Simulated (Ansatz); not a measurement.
# CH4AlClO (SMILES C[O][AlH][Cl]): SVWN5/6-31G(d) (spherical functions)

What is the vertical ionisation energy of CH4AlClO at SVWN5/6-31G* (spherical functions)? 

Program for the calculation: Ansatz 0.2.0.

128 further runs of the same task are left out: 128 set aside as unsound or not needed.

## Step 1: Starting point

CH4AlClO has 8 atoms, charge 0, and is taken as a singlet. As SMILES, `C[O][AlH][Cl]`. The shape is that of a PBE0-D4/def2-TZVP optimisation. This is one conformer, not always the lowest.

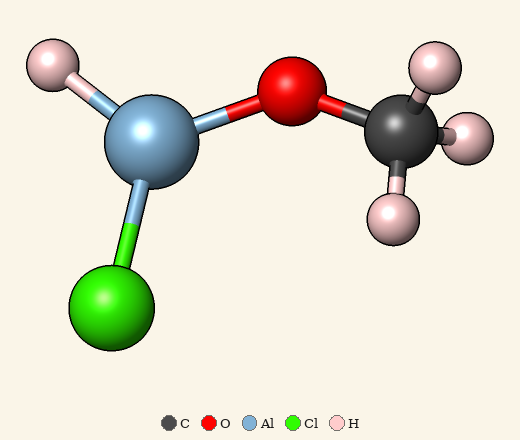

Viewed from a chosen angle; carbon dark grey, oxygen red, aluminium light blue, chlorine green, hydrogen pink.

## Step 2: The energy at SVWN5/6-31G(d) (spherical functions)

File molecule.yaml:

```yaml
crystal:
  periodic: [false, false, false]
  atoms:
    - symbol: C
      position_ang: [0.132200, 1.250600, 0.263000]
    - symbol: O
      position_ang: [0.645300, 0.052000, -0.246000]
    - symbol: Al
      position_ang: [0.103400, -1.519700, -0.426600]
    - symbol: Cl
      position_ang: [-1.829000, -2.007800, 0.224400]
    - symbol: H
      position_ang: [0.118400, 2.012400, -0.522500]
    - symbol: H
      position_ang: [-0.886500, 1.136200, 0.650000]
    - symbol: H
      position_ang: [0.770200, 1.612600, 1.075000]
    - symbol: H
      position_ang: [1.038000, -2.593300, -1.072900]
basis:
  gaussian: {orbitals: 6-31G_st_-spherical.json}
hamiltonian: {xc: {name: SVWN5}}
output: {orbitals: {seedname: orbitals}}
accuracy: high
total_charge: 0
```

The basis set 6-31G* is read from a file made from the Basis Set Exchange's data (not shown).

On the command line:

```console
$ ansatz run molecule.yaml --threads 1 --pin off --max-ram 3480MiB --events-out events.jsonl --progress --plain --runs-dir runs
```

Log:

```text
Warning: RAYON_NUM_THREADS=1 ignored (pool sized by the plan → 1); use --threads N
Functional definition: SVWN5
  name "SVWN5"
  exchange = slater_x
  correlation = vwn5_c
1587 factors; integrals over basis functions are off by at most 7.4e-9 eV
mean field evaluation 1: about -22168.9342 eV, gradient 5.8e1 eV
mean field evaluation 2: about -22102.1379 eV, gradient 1.7e2 eV
mean field evaluation 4: about -22175.7504 eV, gradient 1.4e1 eV
mean field evaluation 8: about -22176.1475 eV, gradient 6.9e-1 eV
mean field evaluation 16: about -22176.1486 eV, gradient 1.3e-5 eV
mean field -22176.14859411 eV, -814.9584293001 hartree, gradient 3.7e-8 eV, S^2 0.000000; 0 other end points of the search recorded, 0 dependent functions left out
reference -22176.14859769 eV, -814.9584294317 hartree; 24, 24 occupied and 48, 48 virtual orbitals, 1587 factors
Total energy: -22176.14859769 eV, -814.9584294317 hartree
```

Wall time 2.6 s (1 thread of Intel Xeon Platinum 8488C (Sapphire Rapids), shared host); peak memory 0.2 GiB.

## Step 3: The doublet cation

File molecule.yaml:

```yaml
crystal:
  periodic: [false, false, false]
  atoms:
    - {symbol: C, position_ang: [0.132200, 1.250600, 0.263000]}
    - {symbol: O, position_ang: [0.645300, 0.052000, -0.246000]}
    - {symbol: Al, position_ang: [0.103400, -1.519700, -0.426600]}
    - {symbol: Cl, position_ang: [-1.829000, -2.007800, 0.224400]}
    - {symbol: H, position_ang: [0.118400, 2.012400, -0.522500]}
    - {symbol: H, position_ang: [-0.886500, 1.136200, 0.650000]}
    - {symbol: H, position_ang: [0.770200, 1.612600, 1.075000]}
    - {symbol: H, position_ang: [1.038000, -2.593300, -1.072900]}
basis:
  gaussian:
    orbitals: 6-31G_st_-spherical.json
total_charge: 1
magnetization:
  spin_polarized: true
  initial_magnetization: 1
hamiltonian:
  xc: {name: SVWN5}
accuracy: high
output: {orbitals: {seedname: orbitals}}
```

The basis set 6-31G* is read from a file made from the Basis Set Exchange's data (not shown).

On the command line:

```console
$ ansatz run molecule.yaml --threads 1 --pin off --max-ram 3480MiB --events-out events.jsonl --progress --plain --runs-dir runs
```

Log:

```text
Warning: RAYON_NUM_THREADS=1 ignored (pool sized by the plan → 1); use --threads N
[... 4 set-up lines as earlier in the session ...]
1587 factors; integrals over basis functions are off by at most 7.4e-9 eV
mean field evaluation 1: about -22146.9093 eV, gradient 6.3e1 eV
mean field evaluation 2: about -21957.2508 eV, gradient 1.6e2 eV
mean field evaluation 4: about -22156.8155 eV, gradient 4.0e1 eV
mean field evaluation 8: about -22165.3342 eV, gradient 8.1e0 eV
mean field evaluation 16: about -22165.7019 eV, gradient 4.2e0 eV
mean field evaluation 32: about -22165.6881 eV, gradient 3.4e0 eV
mean field evaluation 64: about -22165.7186 eV, gradient 3.4e0 eV
mean field evaluation 96: about -22165.7104 eV, gradient 3.8e0 eV
mean field -22165.84066489 eV, -814.5796198882 hartree, gradient 7.0e-8 eV, S^2 0.751657; 16 other end points of the search recorded, 0 dependent functions left out
reference -22165.84066859 eV, -814.5796200244 hartree; 24, 23 occupied and 48, 49 virtual orbitals, 1587 factors
Total energy: -22165.84066859 eV, -814.5796200244 hartree
```

Wall time 11 s (1 thread of Intel Xeon Platinum 8488C (Sapphire Rapids), shared host); peak memory 0.25 GiB.

## Step 4: What came out

Level: SVWN5/6-31G* (spherical functions).

| quantity | value |
| --- | --- |
| singlet CH4AlClO: total energy | -814.95843 Eh |
| singlet CH4AlClO: HOMO energy | -6.93 eV |
| singlet CH4AlClO: LUMO energy | -1.60 eV |
| singlet CH4AlClO: HOMO–LUMO gap | 5.33 eV |
| doublet cation: total energy | -814.57962 Eh |
| doublet cation: HOMO energy (highest over α and β) | -13.39 eV |
| doublet cation: ⟨S²⟩ | 0.752 |
| vertical ionisation energy (to the doublet cation) | 10.308 eV |

In words: Removing an electron at fixed nuclei costs 10.31 eV (995 kJ/mol). −ε(HOMO) before ionisation, 6.93 eV, is 3.38 eV below this ionisation energy.
